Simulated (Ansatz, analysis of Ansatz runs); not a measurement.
# Moving an added hole between O sites in VCrO4 (Cmcm)

Question: does an added hole stay on the O atom where it is started in VCrO4 (Cmcm), and if so, how high is the barrier for a hop to another O site nearby? Model: a cell of 48 host atoms.

Calculated with Ansatz 0.2.0; plane-wave PAW DFT, PBEsol+U; relaxation of all atoms of a supercell at fixed charge in a uniform background; PAW set soft_1.

## (1) The starting structure

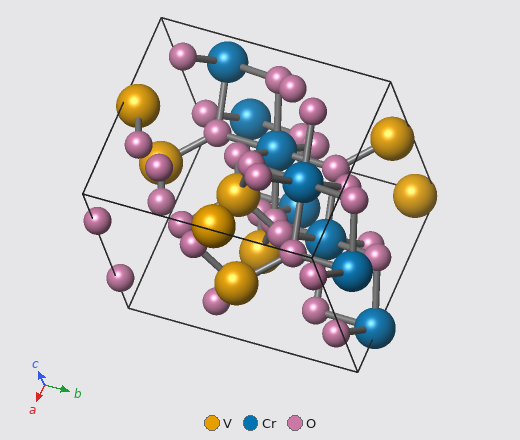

The starting structure, seen slightly off an axis (vanadium orange, chromium blue, oxygen pink). Bonds to atoms that aren't drawn are left out.

The cell holds 48 atoms: 8 V, 8 Cr and 32 O. Its edges and angles: a = 10.245 Å, b = 8.210 Å, c = 9.968 Å, α = 67.8°, β = 47.9°, γ = 64.3°. It derives from VCrO4 (space group Cmcm). Nearest the centre at fractional (0.493, 0.257, 0.743): V4 at 0.99 Å, O42 at 1.33 Å, O40 at 1.33 Å, Cr12 at 2.47 Å, Cr14 at 2.47 Å, O24 at 2.49 Å, O26 at 2.49 Å, O25 at 2.50 Å.

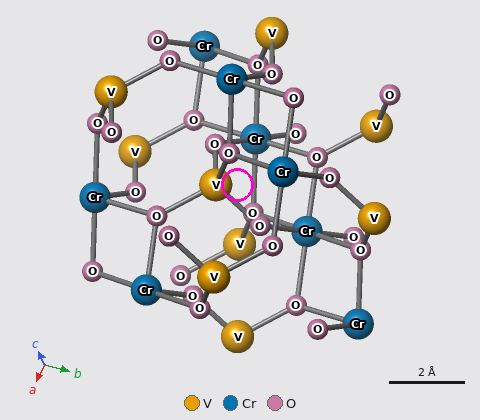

The atoms within 5 Å of the centre. A ring marks the centre wherever it is empty.

Hubbard terms: V d 4.5 eV, Cr d 4.5 eV, O p 6.0 eV. They were chosen, not fitted, to curb self-interaction in the shells named, the trial site's among them. The two sites are O40 and O42. The cell's shortest repeat is 8.2 Å. The host's moments were started antiferromagnetic in the unit cell, high spin.

## (2) The cell without the carrier

The neutral cell is relaxed first, from small random displacements, so that bond lengths and moments with the carrier can be set beside those of a relaxed cell without it.

File neutral.relax/input.yaml:

```yaml
crystal:
  lattice:
    - [0.0, 8.27410841, 6.04108019]
    - [5.55936973, -2.3e-07, 6.04108051]
    - [5.55936973, 8.27410864, -3.2e-07]
  atoms:
    - { symbol: V, position: [0.05276, 0.69724, 0.30276] }
    - { symbol: V, position: [0.05276, 0.69724, 0.80276] }
    - { symbol: V, position: [0.55276, 0.19724, 0.30276] }
    - { symbol: V, position: [0.55276, 0.19724, 0.80276] }
    - { symbol: V, position: [0.44724, 0.80276, 0.19724] }
    - { symbol: V, position: [0.44724, 0.80276, 0.69724] }
    - { symbol: V, position: [0.94724, 0.30276, 0.19724] }
    - { symbol: V, position: [0.94724, 0.30276, 0.69724] }
    - { symbol: Cr, position: [0.0, 0.0, 0.0], spin: 3.0 }
    - { symbol: Cr, position: [0.0, 0.0, 0.5], spin: 3.0 }
    - { symbol: Cr, position: [0.5, 0.5, 0.0], spin: 3.0 }
    - { symbol: Cr, position: [0.5, 0.5, 0.5], spin: 3.0 }
    - { symbol: Cr, position: [0.25, 0.25, 0.25], spin: -3.0 }
    - { symbol: Cr, position: [0.25, 0.25, 0.75], spin: -3.0 }
    - { symbol: Cr, position: [0.75, 0.75, 0.25], spin: -3.0 }
    - { symbol: Cr, position: [0.75, 0.75, 0.75], spin: -3.0 }
    - { symbol: O, position: [0.253251, 0.996748, 0.268516] }
    - { symbol: O, position: [0.253251, 0.996748, 0.768516] }
    - { symbol: O, position: [0.753251, 0.496748, 0.268516] }
    - { symbol: O, position: [0.753251, 0.496748, 0.768516] }
    - { symbol: O, position: [0.246749, 0.503252, 0.231484] }
    - { symbol: O, position: [0.246749, 0.503252, 0.731484] }
    - { symbol: O, position: [0.746749, 0.003252, 0.231484] }
    - { symbol: O, position: [0.746749, 0.003252, 0.731484] }
    - { symbol: O, position: [0.481485, 0.268516, 0.496748] }
    - { symbol: O, position: [0.481485, 0.268516, 0.996748] }
    - { symbol: O, position: [0.981485, 0.768516, 0.496748] }
    - { symbol: O, position: [0.981485, 0.768516, 0.996748] }
    - { symbol: O, position: [0.018515, 0.231484, 0.003252] }
    - { symbol: O, position: [0.018515, 0.231484, 0.503252] }
    - { symbol: O, position: [0.518515, 0.731484, 0.003252] }
    - { symbol: O, position: [0.518515, 0.731484, 0.503252] }
    - { symbol: O, position: [0.116895, 0.352868, 0.147132] }
    - { symbol: O, position: [0.116895, 0.352868, 0.647132] }
    - { symbol: O, position: [0.616895, 0.852868, 0.147132] }
    - { symbol: O, position: [0.616895, 0.852868, 0.647132] }
    - { symbol: O, position: [0.102868, 0.866895, 0.133105] }
    - { symbol: O, position: [0.102868, 0.866895, 0.633105] }
    - { symbol: O, position: [0.602868, 0.366895, 0.133105] }
    - { symbol: O, position: [0.602868, 0.366895, 0.633105] }
    - { symbol: O, position: [0.383105, 0.147132, 0.352868] }
    - { symbol: O, position: [0.383105, 0.147132, 0.852868] }
    - { symbol: O, position: [0.883105, 0.647132, 0.352868] }
    - { symbol: O, position: [0.883105, 0.647132, 0.852868] }
    - { symbol: O, position: [0.397132, 0.633105, 0.366895] }
    - { symbol: O, position: [0.397132, 0.633105, 0.866895] }
    - { symbol: O, position: [0.897132, 0.133105, 0.366895] }
    - { symbol: O, position: [0.897132, 0.133105, 0.866895] }
basis:
  ecutwfc: 420
  xc_grid: 2
hamiltonian:
  xc: pbesol
  hubbard:
    sites:
      - { species: V, l: d, u_eff: 4.5 }
      - { species: Cr, l: d, u_eff: 4.5 }
      - { species: O, l: p, u_eff: 6.0 }
    projectors: ortho-atomic
  pseudopotentials: { kind: paw, azcp: { folder: soft_1 }, xc_functional: pbe }
kpoints:
  mp_grid: { grid: [1, 1, 1] }
magnetization:
  spin_polarized: true
  initial_magnetization: 0
  spin_locking: { lock_magnetization: hard }
scf:
  occupations: { method: fermi_dirac, width: 0.01 }
  max_iter: 120
  lower_state_search: "off"
output:
  forces: true
relax:
  f_tol: 0.02
  max_steps: 70
  random_displacement: { amplitude: 0.04, seed: 7983 }
checkpoint:
  write: "../neutral.relax.run"
  compress: false
  write_wavefunctions: true
  write_every: 100000
```

Run with:

```bash
$ ansatz run input.yaml --threads 4 --pin off --max-ram 9420MiB --backend cpu --events-out ev --progress --plain --runs-dir out
```

Numbers of over 12 decimals in the logs are rounded to 6 here.

What it wrote:

```text
[... repeated set-up lines and file paths are left out, and long positions are rounded to six places ...]
Engine: ansatz 0.2.0, x86_64-unknown-linux-gnu
Pseudopotentials: kind: paw
Pseudopotential: V, paw, valence charge 13, recommended cutoff 420 eV (normal), soft_1/V.paw.azcp
Pseudopotential: Cr, paw, valence charge 14, recommended cutoff 420 eV (normal), soft_1/Cr.paw.azcp
Pseudopotential: O, paw, valence charge 6, recommended cutoff 420 eV (normal), soft_1/O.paw.azcp
Functional definition: PBEsol
  exchange = pbesol_x
  correlation = pbesol_c
Crystal: 48 atoms, lattice volume = 555.765 Å³
Basis set: ecut = 420 eV, 10849 PW (Γ), exchange–correlation on 144×120×144 points (8 copies of the dense FFT grid, shifted against one another)
Bands: 252, of which v1, the nominal top of the filled ones, is band 204 counted from 1 (203 counted from 0)
Symmetry: 1 space group operations
k-points: 1
Non-local potential: V, projectors of the file, l = 0: 3, l = 1: 2, l = 2: 3, l = 3: 1
Non-local potential: Cr, projectors of the file, l = 0: 3, l = 1: 2, l = 2: 3, l = 3: 1
Non-local potential: O, projectors of the file, l = 0: 2, l = 1: 2, l = 2: 1
PAW form: soft (Blöchl's): semilocal exchange-correlation on the pseudo side does not see the compensation charge
PAW frozen core: V, regenerated for the run's functional, and the local potential with it (the file was generated under x = pbe(κ = 0.804, μ = 0.219515), c = pbe(β = 0.066725))
PAW frozen core: Cr, regenerated for the run's functional, and the local potential with it (the file was generated under x = pbe(κ = 0.804, μ = 0.219515), c = pbe(β = 0.066725))
[...]
atom  25  O     -0.00015677    -0.00205738     0.00119231
  atom  26  O     -0.00052792    -0.00107826     0.00032450
  [... 13 atoms left out ...]
  atom  40  O     -0.00038704    -0.00058408    -0.00085394
  [... 1 atom left out ...]
  atom  42  O     -0.00030412    -0.00029740     0.00050000
  [... 3 atoms left out ...]
  atom  46  O     -0.00043277    -0.00032964     0.00138816
  [... 2 atoms left out ...]
  max |Σ_I F_I| component: 2.64e-5 eV/Å
--- Band table (eV) ---
  k-point 0 ↑: bands = ["-66.2519", "-66.2519", "-66.2511", "-66.2508", [... 244 left out ...] "11.1764", "11.1939", "11.2201", "11.2202"]
  k-point 0 ↓: bands = ["-66.2522", "-66.2518", "-66.2514", "-66.2510", [... 244 left out ...] "11.1764", "11.1940", "11.2200", "11.2201"]
Occupation matrices written to <dir>
--- Relaxed structure (5 steps of the walk, 5 accepted, 0 SCFs on fresh bases) ---
  F+E_penalty+E_count = -67704.02729359 eV   max|allowed force component| = 2.757e-3 eV/Å
  atoms:
    - { symbol: V, position: [0.053257, 0.696971, 0.302778] }
    - { symbol: V, position: [0.053290, 0.696957, 0.802770] }
    [... 1 atom left out ...]
    - { symbol: V, position: [0.553259, 0.196950, 0.802803] }
    [... 7 atoms left out ...]
    - { symbol: Cr, position: [0.500438, 0.499776, 0.499974] }
    [... 1 atom left out ...]
    - { symbol: Cr, position: [0.250434, 0.249787, 0.749958] }
    [... 7 atoms left out ...]
    - { symbol: O, position: [0.245781, 0.504447, 0.730224] }
    [... 1 atom left out ...]
    - { symbol: O, position: [0.745767, 0.004469, 0.730180] }
    - { symbol: O, position: [0.480707, 0.269505, 0.495308] }
    - { symbol: O, position: [0.480674, 0.269529, 0.995302] }
    [... 13 atoms left out ...]
    - { symbol: O, position: [0.601352, 0.365995, 0.633786] }
    [... 1 atom left out ...]
    - { symbol: O, position: [0.384219, 0.148874, 0.850902] }
    [... 3 atoms left out ...]
    - { symbol: O, position: [0.399498, 0.633594, 0.866163] }
    [... 2 atoms left out ...]
[key lines of the parts left out:]
SCF converged after 2 iterations
Magnetization: 0.0000 μB (204.0000 up, 204.0000 down)
Free energy (F): -67704.027294 eV
Fermi energy:    6.875972 (↑ 6.876015, ↓ 6.875928) eV
```

Elapsed: 24 s, on 4 threads of INTEL XEON PLATINUM 8581C at 2.10GHz (Emerald Rapids), shared host; peak memory 1.3 GiB; 88 s of CPU time.

The largest displacement from an ideal site is 0.022 Å.

(Part 1 of 3 ends here.)

[Logs are printed without paths, hosts, clocks, repeated set-up lines and the standing remarks that a program may print on its own settings, such as how far it seeks lower states.]

[Hosts, paths, dates, database ids (printed as entryN), source tags and the programs' standing remarks are cut or masked in the printed files.]
